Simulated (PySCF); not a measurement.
# One shape, several levels: CH3Cl3Si (SMILES C[Si](Cl)(Cl)Cl)

Aim: a comparison of 5 runs (HF/3-21G, HF/def2-SVP, PBE0/def2-SVP, B3LYP/6-311G**, B3LYP/pcseg-2) of CH3Cl3Si. 

Program for the calculation: PySCF 2.14.0.

## 1. Starting point

The species is CH3Cl3Si (8 atoms), meant as a singlet with charge 0. SMILES: `C[Si](Cl)(Cl)Cl`. The shape is that of a PBE0-D4/def2-TZVP optimisation.

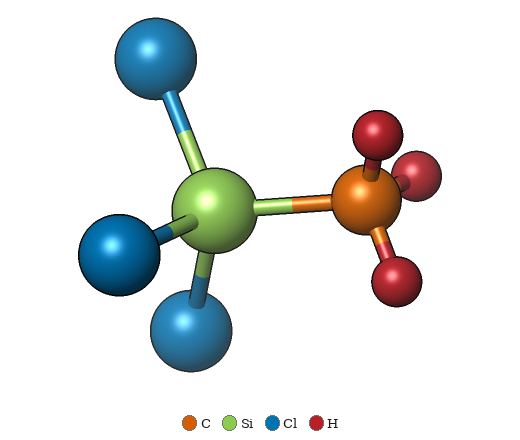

Viewed from a chosen angle; carbon orange, silicon green, chlorine blue, hydrogen red.

## 2. Energy and forces at HF/3-21G (run 1)

The input, input.py:

```python
from pyscf import gto

mol = gto.M(
    atom='''
C       -0.728900      -0.279600       0.686100
Si       0.568900       0.197900      -0.528700
Cl       2.360400      -0.640000      -0.033600
Cl       0.065900      -0.429500      -2.402200
Cl       0.801200       2.223000      -0.573800
H       -0.844500      -1.365200       0.700800
H       -0.448300       0.061100       1.684800
H       -1.682600       0.175200       0.410800
''',
    verbose=3,
    basis='3-21g',
    max_memory=1860,
)

mf = mol.RHF()
mf.conv_tol = 1e-10
mf.kernel()
if not mf.converged:
    mf = mf.newton().run(mf.mo_coeff, mf.mo_occ)

etot = mf.e_tot
print(f'total energy: {etot:.8f} hartree')
grad = mf.nuc_grad_method().kernel()
mf.analyze()
```

The run is started by

```bash
$ OMP_NUM_THREADS=1 python input.py
```

The program printed:

```text
converged SCF energy = -1698.82558659166
[... 12 lines left out ...]
MO #3   energy= -104.132518140858  occ= 2
[... 7 lines left out ...]
MO #11  energy= -7.9918234534903   occ= 2
[... 7 lines left out ...]
MO #19  energy= -4.36433955340418  occ= 2
[... 7 lines left out ...]
MO #27  energy= -0.629563780114592 occ= 2
[... 7 lines left out ...]
MO #35  energy= -0.486870090245329 occ= 2
[... 7 lines left out ...]
MO #43  energy= 0.28395319262054   occ= 0
[... 7 lines left out ...]
MO #51  energy= 0.739427091809561  occ= 0
[... 7 lines left out ...]
MO #59  energy= 0.97553394788742   occ= 0
[... 7 lines left out ...]
MO #67  energy= 1.97937588078281   occ= 0
[... 9 lines left out ...]
Dipole moment(X, Y, Z, Debye): -2.36141, -0.86955,  2.21011
```

Wall time 8.1 s (1 thread of Intel Xeon at 2.50GHz (Skylake/Cascade Lake), shared host); peak memory 0.14 GiB.

## 3. Energy and gradient at HF/def2-SVP (run 2)

The input, job.py:

```python
# C[Si](Cl)(Cl)Cl
import pyscf.grad
from pyscf import gto, scf

system = gto.M(
    atom=[
    ('C', (-0.728900, -0.279600, 0.686100)),
    ('Si', (0.568900, 0.197900, -0.528700)),
    ('Cl', (2.360400, -0.640000, -0.033600)),
    ('Cl', (0.065900, -0.429500, -2.402200)),
    ('Cl', (0.801200, 2.223000, -0.573800)),
    ('H', (-0.844500, -1.365200, 0.700800)),
    ('H', (-0.448300, 0.061100, 1.684800)),
    ('H', (-1.682600, 0.175200, 0.410800)),
],
    basis='def2-svp',
    verbose=3,
    max_memory=1860,
    spin=0,
)

mf = scf.RHF(system)
mf.conv_tol = 1e-10
mf.kernel()
if not mf.converged:
    mf = mf.newton().run(mf.mo_coeff, mf.mo_occ)

e_final = mf.e_tot
print('E = %.10f Eh' % e_final)
grad = mf.Gradients().kernel()
mf.analyze()
```

The run is started by

```bash
$ OMP_NUM_THREADS=1 python job.py
```

The program printed:

```text
converged SCF energy = -1706.66820805319
[... 14 lines left out ...]
MO #5   energy= -11.2455581535578  occ= 2
[... 11 lines left out ...]
MO #17  energy= -8.03926142247748  occ= 2
[... 11 lines left out ...]
MO #29  energy= -0.557541873059816 occ= 2
[... 11 lines left out ...]
MO #41  energy= 0.195298870880924  occ= 0
[... 11 lines left out ...]
MO #53  energy= 0.696852287595893  occ= 0
[... 11 lines left out ...]
MO #65  energy= 1.01654621919463   occ= 0
[... 11 lines left out ...]
MO #77  energy= 1.223193321853     occ= 0
[... 11 lines left out ...]
MO #89  energy= 1.68319928572353   occ= 0
[... 11 lines left out ...]
MO #101 energy= 3.24778170512644   occ= 0
[... 9 lines left out ...]
Dipole moment(X, Y, Z, Debye): -1.51167, -0.55690,  1.41474
```

It took 24 s on 1 thread of Intel Xeon at 2.50GHz (Skylake/Cascade Lake), shared host; peak memory 0.22 GiB.

Runs 3 to 4 aren't shown in full; the table further down has their settings and results.

## 4. Energy and gradient at B3LYP/pcseg-2 (run 5)

The input, job.py:

```python
# C[Si](Cl)(Cl)Cl
import pyscf.grad
from pyscf import gto, dft

mol = gto.Mole()
mol.atom = [
    ('C', (-0.728900, -0.279600, 0.686100)),
    ('Si', (0.568900, 0.197900, -0.528700)),
    ('Cl', (2.360400, -0.640000, -0.033600)),
    ('Cl', (0.065900, -0.429500, -2.402200)),
    ('Cl', (0.801200, 2.223000, -0.573800)),
    ('H', (-0.844500, -1.365200, 0.700800)),
    ('H', (-0.448300, 0.061100, 1.684800)),
    ('H', (-1.682600, 0.175200, 0.410800)),
]
mol.basis = 'pcseg-2'
mol.charge = 0
mol.spin = 0
mol.max_memory = 1860
mol.verbose = 4
mol.build()

myscf = dft.RKS(mol)
myscf.xc = 'b3lyp'
myscf.conv_tol = 1e-10
myscf.grids.level = 5
myscf.kernel()
if not myscf.converged:
    myscf = myscf.newton().run(myscf.mo_coeff, myscf.mo_occ)

etot = myscf.e_tot
print(f'total energy: {etot:.8f} hartree')
grad = myscf.Gradients().kernel()
myscf.analyze()
```

The run is started by

```bash
$ OMP_NUM_THREADS=1 python job.py
```

The program printed:

```text
PySCF version 2.14.0

[... 96 lines left out ...]
DFT Exchange-Correlation Energy =     -112.462497170164667
[... 27 lines left out ...]
MO #26  energy= -0.534792095809948 occ= 2
[... 25 lines left out ...]
MO #52  energy= 0.23472998835313   occ= 0
[... 25 lines left out ...]
MO #78  energy= 0.654672154830701  occ= 0
[... 25 lines left out ...]
MO #104 energy= 1.45867339845302   occ= 0
[... 25 lines left out ...]
MO #130 energy= 2.1991850039871    occ= 0
[... 25 lines left out ...]
MO #156 energy= 3.36416852601909   occ= 0
[... 25 lines left out ...]
MO #182 energy= 4.29490670874912   occ= 0
[... 25 lines left out ...]
MO #208 energy= 32.6341789869221   occ= 0
[... 219 lines left out ...]
Dipole moment(X, Y, Z, Debye): -1.47299, -0.54263,  1.37857
```

Run time: 13 min. Hardware: 1 thread of Intel Xeon at 2.50GHz (Skylake/Cascade Lake), shared host; peak memory 1.7 GiB.

## 5. All runs side by side

```
run           level  integration grid   energy (Eh)  dipole moment (D)  HOMO energy (eV)  LUMO energy (eV)  wall time
  1        HF/3-21G                 –  -1698.825587               3.35            -12.96              3.39      8.1 s
  2     HF/def2-SVP                 –  -1706.668208               2.14            -12.41              4.54       24 s
  3   PBE0/def2-SVP                 5  -1709.001578               2.05             -9.03              0.74       67 s
  4  B3LYP/6-311G**                 5  -1710.281927               2.38             -9.05             -0.35    1.9 min
  5   B3LYP/pcseg-2                 5  -1710.346796               2.09             -8.96             -0.17     13 min
```

## 6. Results

```
                       quantity           value
            run 5: total energy  -1710.34680 Eh
           run 5: dipole moment          2.09 D
             run 5: HOMO energy        -8.96 eV
             run 5: LUMO energy        -0.17 eV
           run 5: HOMO–LUMO gap         8.80 eV
run 5: largest force on an atom      0.287 eV/Å
```

The dipole moment (its size) runs from 2.05 D (PBE0/def2-SVP) to 3.35 D (HF/3-21G). The two ends differ in method and basis. The HOMO–LUMO gap runs from 8.69 eV (B3LYP/6-311G**) to 16.96 eV (HF/def2-SVP). Totals of different functionals can't be ranked against each other. All runs together took 17 min, the longest 13 min.
